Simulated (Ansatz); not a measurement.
# Fields on a plane of CoSi2 (fluorite type, space group Fm-3m)

```yaml
crystal:
  lattice:
    - [0.00000, 2.67983, 2.67983]
    - [2.67983, 0.00000, 2.67983]
    - [2.67983, 2.67983, 0.00000]
  atoms:
    - { symbol: Co, position: [0.00000, 0.00000, 0.00000] }
    - { symbol: Si, position: [0.25000, 0.25000, 0.25000] }
    - { symbol: Si, position: [0.75000, 0.75000, 0.75000] }
```

The slice is a {111} plane (indices of the conventional cell) through the point (0.000, 0.000, 0.000) (fractional), spanned by u = [100] and v = [-1 2 0] in vectors of this cell: u (3.79 Å) and v (6.56 Å, at 90° to u). It covers one period; positions are fractions (u, v).

Atoms on it: Co at (0.00, 0.00); Co at (0.50, 0.50). Other atoms lie within 1 Å of the plane.

The numbers are results of PBE (plane waves to 420 eV, PAW, scalar-relativistic; Ansatz, a program for electronic structure), not measurements. k mesh 15×15×15. These are valence fields of a PAW run, semicore shells included where kept as valence: close to a nucleus they are smooth pseudo fields. CoSi2 is run without spin polarisation. CoSi2 was relaxed with its symmetry unable to fall.

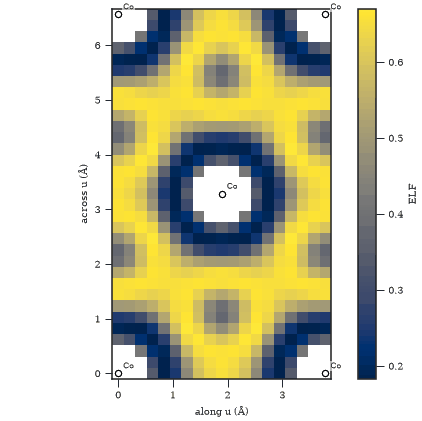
Electron localisation function (ELF), one period of the plane, atoms marked. Points within 0.5 Å of a nucleus are left white, as the pseudised field means little there.

```tsv
v \ u	0.00	0.11	0.22	0.33	0.44	0.56	0.67	0.78	0.89
0.94	x	x	x	6.7	3.8	3.8	6.7	x	x
0.84	4.0	6.5	7.8	2.2	x	x	2.2	7.8	6.6
0.75	x	3.3	7.4	5.8	x	x	5.8	7.4	3.3
0.66	x	x	6.0	7.7	4.9	4.9	7.7	6.0	x
0.56	3.1	5.4	6.2	x	x	x	x	6.2	5.4
0.47	6.5	7.6	5.7	x	x	x	x	5.8	7.6
0.38	x	x	6.1	4.8	x	x	4.9	6.1	x
0.28	x	x	6.7	7.6	4.9	4.9	7.6	6.7	x
0.19	6.2	7.6	8.1	2.4	x	x	2.4	8.1	7.6
0.09	x	x	4.6	4.9	x	x	5.0	4.6	x
0.00	x	x	x	8.1	7.9	7.9	8.1	x	x
```

Values: electrostatic potential energy of an electron, from the cell's mean, in eV. Points within 1 Å of a nucleus are blanked (x), as the pseudised field means little there. The zero, the cell's mean, hangs on the PAW cores.
